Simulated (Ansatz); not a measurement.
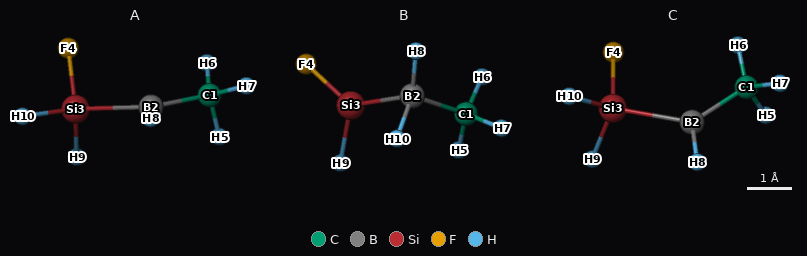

3 geometries from a converged minimum-energy path of CH₆BFSi, shuffled. A ball-and-stick model, seen from a free direction.

The calculation used Ansatz, RKS PBE0-D4/def2-SVP. Run with 5 movable images; climbing image; force threshold 0.05 eV/Å; iteration limit 60; starting path through a guess of the saddle point.

Which of them lies highest in energy?

Answer. B. In order along the path, whose images run from 0 to 6: C (image 0, 0.00 eV), A (image 1, +0.09 eV), B (image 4, +0.82 eV). A hydrogen atom shifts from one atom to another. Breaking: Si3–H10 (1.50 → 2.33 at the top → 2.56 Å). Forming: B2–H10 (2.91 → 1.24 at the top → 1.21 Å).
